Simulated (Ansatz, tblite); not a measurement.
**SiH3(NHMe) (CH7NSi): spin states and exact exchange**

Aim: set other spin states of SiH3(NHMe) (CH7NSi) against its singlet, on many levels of theory.

Method: as each input shows; program: Ansatz 0.2.0, Gaussian basis.

Levels to be run: triplet, at the geometry of the singlet (GFN1-xTB, GFN2-xTB, PBE0-D4/def2-TZVP, PBE-D4/def2-TZVP, r2SCAN-D4/def2-TZVP); the singlet's energies come from earlier runs.

## 1. The structure

The geometry is that of the singlet, from an earlier relaxation (PBE0-D4/def2-TZVP).

10 atoms, charge 0, spin multiplicity 1.

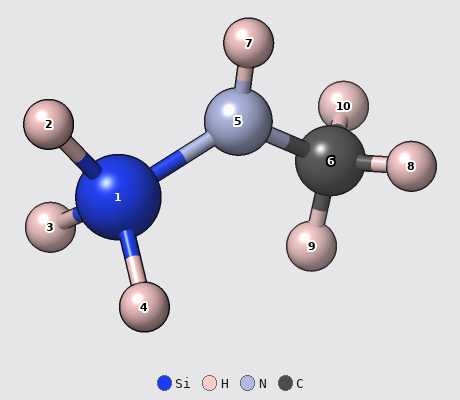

The structure; silicon blue, hydrogen pink, nitrogen light blue, carbon dark grey; atoms are numbered from 1 in the order of the file.

## 2. Triplet at the fixed geometry, GFN1-xTB

Tight binding, by tblite at 300 K electronic temperature and without a spin-polarisation term:

```python
tblite.interface.Calculator('GFN1-xTB', numbers, positions, charge=0, uhf=2).singlepoint()
```

Energy -292.0533 eV; 0.004 s.

## 3. Triplet at the fixed geometry, GFN2-xTB

Tight binding, by tblite at 300 K electronic temperature and without a spin-polarisation term:

```python
tblite.interface.Calculator('GFN2-xTB', numbers, positions, charge=0, uhf=2).singlepoint()
```

Energy -276.2034 eV; 0.003 s.

## 4. Triplet at the fixed geometry, PBE0-D4/def2-TZVP

Contents of in.yaml:

```yaml
crystal:
  periodic: [false, false, false]
  atoms:
    - {symbol: Si, position_ang: [0.553364, 0.956583, 0.863493]}
    - {symbol: H, position_ang: [0.531895, 0.933395, 2.349252]}
    - {symbol: H, position_ang: [1.967125, 1.020182, 0.389574]}
    - {symbol: H, position_ang: [-0.102048, 2.205841, 0.376528]}
    - {symbol: N, position_ang: [-0.253509, -0.453915, 0.335936]}
    - {symbol: C, position_ang: [-0.477824, -0.824493, -1.041133]}
    - {symbol: H, position_ang: [-0.623461, -1.095968, 1.014667]}
    - {symbol: H, position_ang: [-1.543687, -0.882952, -1.290395]}
    - {symbol: H, position_ang: [-0.036975, -0.073848, -1.702371]}
    - {symbol: H, position_ang: [-0.014879, -1.784826, -1.295551]}
basis:
  gaussian: {orbitals: def2-TZVP}
magnetization: {spin_polarized: true, initial_magnetization: 2}
hamiltonian: {xc: pbe0, dispersion: d4}
scf: {omitted_lower_state_checks: [starts]}
output: {orbitals: {seedname: orbitals}}
```

Run with:

```console
$ ansatz run in.yaml --threads 4 --pin off --events-out ev --progress --plain --max-ram 3916MiB
```

What it wrote:

```text
Functional definition: PBE0
  name "PBE0"
  cite "Adamo & Barone, J. Chem. Phys. 110, 6158 (1999) doi:10.1063/1.478522"
  cite "Perdew, Burke & Ernzerhof, Phys. Rev. Lett. 77, 3865 (1996) doi:10.1103/PhysRevLett.77.3865"
  parent pbe
  parameter a = 0.25
  parameter kappa = 0.804
  parameter beta = 0.06672455060314922
  exchange = (1 - a)*pbe_x(kappa = kappa, mu = beta*pi^2/3) + a*exact_x
  correlation = pbe_c(beta = beta)
these checks for a lower state are left out or cut short: starts
911 factors; their error is unknown
mean field evaluation 1: about -10501.8225 eV, gradient 3.7e1 eV
mean field evaluation 2: about -10494.5415 eV, gradient 5.3e1 eV
mean field evaluation 4: about -10508.1335 eV, gradient 5.5e0 eV
mean field evaluation 8: about -10508.3140 eV, gradient 2.0e-1 eV
mean field evaluation 16: about -10508.3443 eV, gradient 6.2e-4 eV
mean field -10508.34429437 eV, -386.1745300066 hartree, gradient 7.3e-5 eV, S^2 2.006497; 0 other end points of the search recorded, 0 dependent functions left out
reference -10508.34433052 eV, -386.1745313351 hartree; 18, 16 occupied and 123, 125 virtual orbitals, 911 factors
Total energy: -10508.47430924 eV, -386.1793079650 hartree
Checks for a lower state left out: starts
```

It took 1.8 s on 4 threads of Arm Neoverse V2, shared host.

Report: HOMO -1.86 eV, LUMO -5.22 eV (over both spins; with the spin held, an empty level of the minority spin lies below the top filled one); ⟨S²⟩ 2.006 (pure: 2.00).

## 5. Triplet at the fixed geometry, PBE-D4/def2-TZVP

start.molden holds the orbitals of an earlier run on this state, given as this run's starting guess.

Edit in.yaml of step 4 so:

```diff
@@ -14,5 +14,5 @@
 basis:
-  gaussian: {orbitals: def2-TZVP}
+  gaussian: {orbitals: def2-TZVP, initial_orbitals: start.molden}
 magnetization: {spin_polarized: true, initial_magnetization: 2}
-hamiltonian: {xc: pbe0, dispersion: d4}
+hamiltonian: {xc: pbe, dispersion: d4}
 scf: {omitted_lower_state_checks: [starts]}
```

The command is unchanged.

What it wrote:

```text
Functional definition: PBE
  name "PBE"
  cite "Perdew, Burke & Ernzerhof, Phys. Rev. Lett. 77, 3865 (1996) doi:10.1103/PhysRevLett.77.3865"
  parent pbe
  parameter kappa = 0.804
  parameter beta = 0.06672455060314922
  exchange = pbe_x(kappa = kappa, mu = beta*pi^2/3)
  correlation = pbe_c(beta = beta)
these checks for a lower state are left out or cut short: starts
895 factors; their error is unknown
mean field evaluation 1: about -10507.3068 eV, gradient 6.1e0 eV
mean field evaluation 2: about -10507.4173 eV, gradient 2.8e-1 eV
mean field evaluation 4: about -10507.3987 eV, gradient 1.1e-2 eV
mean field -10507.39867831 eV, -386.1397792572 hartree, gradient 8.4e-5 eV, S^2 2.003654; 0 other end points of the search recorded, 0 dependent functions left out
reference -10507.39872647 eV, -386.1397810273 hartree; 18, 16 occupied and 123, 125 virtual orbitals, 895 factors
Total energy: -10507.55463976 eV, -386.1455107349 hartree
Checks for a lower state left out: starts
```

Wall time 1.6 s (4 threads of Arm Neoverse V2, shared host).

Report: HOMO -1.33 eV, LUMO -6.32 eV (over both spins; with the spin held, an empty level of the minority spin lies below the top filled one); ⟨S²⟩ 2.004 (pure: 2.00).

## 6. Triplet at the fixed geometry, r2SCAN-D4/def2-TZVP

Edit in.yaml of step 5 so:

```diff
@@ -16,3 +16,3 @@
 magnetization: {spin_polarized: true, initial_magnetization: 2}
-hamiltonian: {xc: pbe, dispersion: d4}
+hamiltonian: {xc: r2scan, dispersion: d4}
 scf: {omitted_lower_state_checks: [starts]}
```

The command is unchanged.

What it wrote:

```text
Functional definition: r2SCAN
  name "r2SCAN"
  cite "Furness, Kaplan, Ning, Perdew & Sun, J. Phys. Chem. Lett. 11, 8208 (2020) doi:10.1021/acs.jpclett.0c02405"
  cite "Furness, Kaplan, Ning, Perdew & Sun, J. Phys. Chem. Lett. 11, 9248 (2020) doi:10.1021/acs.jpclett.0c03077"
  parent r2scan
  parameter k0 = 0.174
  parameter k1 = 0.065
  parameter a1 = 4.9479
  exchange = r2scan_x(k0 = k0, k1 = k1, a1 = a1)
  correlation = r2scan_c
these checks for a lower state are left out or cut short: starts
895 factors; their error is unknown
mean field evaluation 1: about -10512.6583 eV, gradient 4.0e0 eV
mean field evaluation 2: about -10512.7000 eV, gradient 6.5e-2 eV
mean field evaluation 4: about -10512.6791 eV, gradient 1.9e-3 eV
mean field -10512.67910544 eV, -386.3338313753 hartree, gradient 5.2e-5 eV, S^2 2.009022; 0 other end points of the search recorded, 0 dependent functions left out
reference -10512.67912185 eV, -386.3338319783 hartree; 18, 16 occupied and 123, 125 virtual orbitals, 895 factors
Total energy: -10512.71718284 eV, -386.3352306939 hartree
Checks for a lower state left out: starts
```

It took 3.3 s on 4 threads of Arm Neoverse V2, shared host.

Report: HOMO -1.43 eV, LUMO -5.94 eV (over both spins; with the spin held, an empty level of the minority spin lies below the top filled one); ⟨S²⟩ 2.009 (pure: 2.00).

## 7. Triplet less singlet, vertical

The singlet's energies are those of its earlier runs, whose logs aren't repeated here.

```tsv
level	triplet less singlet, vertical (kJ/mol)	time
GFN1-xTB	+635.6	0.007 s
GFN2-xTB	+582.9	0.005 s
PBE-D4/def2-TZVP	+486.0	2.3 s
r2SCAN-D4/def2-TZVP	+498.0	4.8 s
PBE0-D4/def2-TZVP	+514.9	2.8 s
```

Times add the two runs; a level without a time comes out of a correlated run. Tight binding without a spin term can't rank spin states.

## 8. What came out

| quantity | value |
| --- | --- |
| triplet less singlet, vertical, functionals in def2-TZVP | +486.0 (PBE-D4) to +514.9 kJ/mol (PBE0-D4) |

**Reading.** All functionals put the triplet above the singlet, over a spread of 28.8 kJ/mol. The checks for a lower triplet were left out, so another state of that spin may lie lower. These are electronic energies, without zero-point motion, entropy or surroundings.
